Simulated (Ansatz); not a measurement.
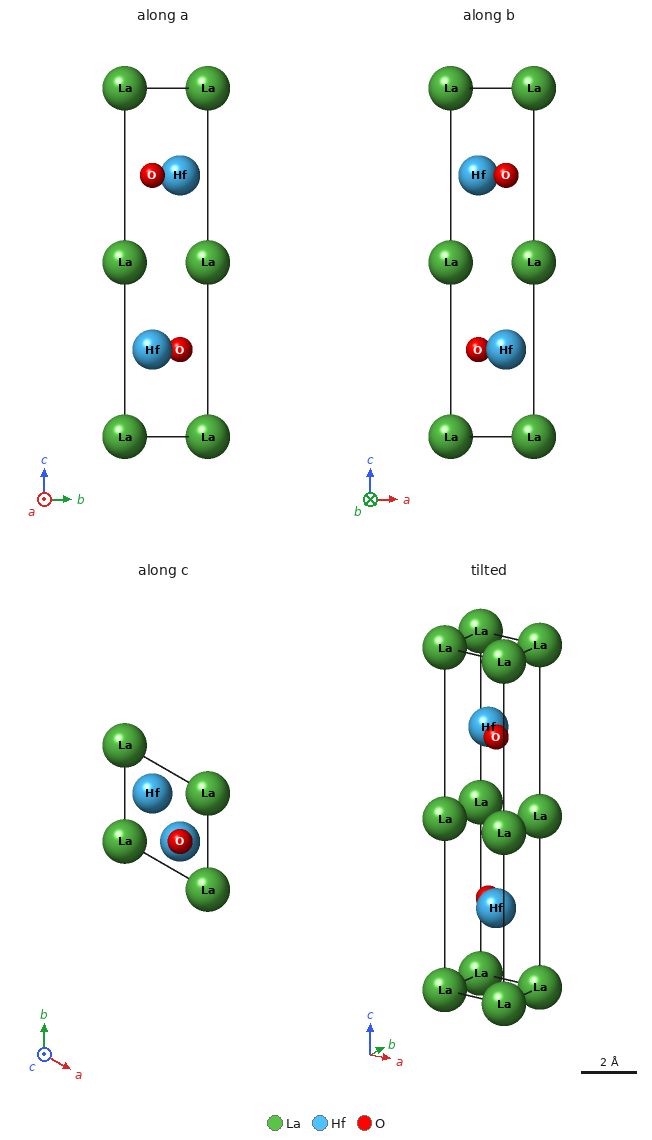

A spheres-only rendering, viewed along the a axis, along the b axis, along the c axis and slightly off an axis. The frame is the conventional unit cell; atoms at its boundary are shown with their periodic copies.

Lattice parameters: a = 3.558 Å, b = 3.558 Å, c = 12.904 Å, α = 90.00°, β = 90.00°, γ = 120.00°.

### Express the structure as a table of Wyckoff sites.

Space group P6_3/mmc (No. 194).
```csv
atom,site,x,y,z
La,2a,0.0000,0.0000,0.5000
Hf,2d,0.6667,0.3333,0.2500
O,2c,0.3333,0.6667,0.2500
```

It goes back to a structure type filled with these elements by a generator (whether the compound takes this form wasn't checked). Earlier steps of the study, as a rule a relaxation of our own, may have changed the cell and positions, so they can lie some per cent off the listed ones. It was set up as input for a calculation with Ansatz.
